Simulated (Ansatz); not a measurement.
```yaml
atoms:
  - { symbol: B, position_ang: [0.5951, -1.4548, 1.9128] }
  - { symbol: Cl, position_ang: [0.3006, -0.3890, 3.8294] }
  - { symbol: Cl, position_ang: [2.2141, -2.1664, 1.9041] }
  - { symbol: Cl, position_ang: [-0.7847, -2.5500, 1.6775] }
  - { symbol: H, position_ang: [0.2903, 0.2715, 2.4786] }
  - { symbol: O, position_ang: [0.4716, -0.1432, 1.3062] }
  - { symbol: Si, position_ang: [-0.0293, 0.2644, -0.2854] }
  - { symbol: Si, position_ang: [0.4328, 2.5475, -0.5054] }
  - { symbol: Si, position_ang: [1.2425, -1.0033, -1.7916] }
  - { symbol: Si, position_ang: [-2.3269, -0.1367, -0.5542] }
  - { symbol: H, position_ang: [1.8860, 2.8088, -0.3379] }
  - { symbol: H, position_ang: [-0.3280, 3.3281, 0.5066] }
  - { symbol: H, position_ang: [0.0049, 2.9600, -1.8680] }
  - { symbol: H, position_ang: [0.7894, -0.6061, -3.1538] }
  - { symbol: H, position_ang: [0.9964, -2.4539, -1.5920] }
  - { symbol: H, position_ang: [2.6908, -0.7041, -1.6470] }
  - { symbol: H, position_ang: [-2.7992, 0.7728, -1.6355] }
  - { symbol: H, position_ang: [-2.6044, -1.5396, -0.9502] }
  - { symbol: H, position_ang: [-3.0417, 0.1937, 0.7060] }
```

A transition-state structure; geometry: PBE0-D4/def2-TZVP.

Theory: RKS PBE0-D4/def2-TZVPP in Ansatz 0.2.0.

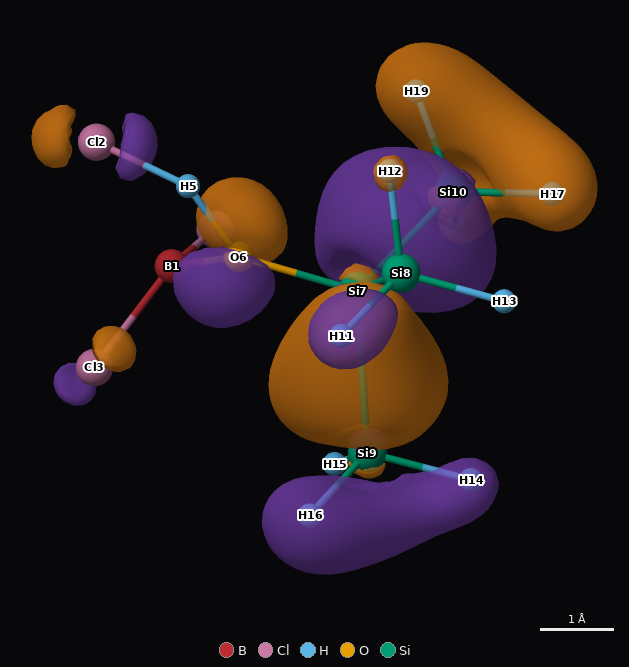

BCl3H10OSi4. The HOMO at ±0.08 Å⁻³ᐟ² (orange and purple are the two phases), seen at a tilt.

Where does this orbital lie, and at what energy?

It lies mainly on Si7 (about 30 %), Si10 (about 25 %), Si9 (about 15 %) and O6 (about 10 %). Its energy is −8.08 eV.
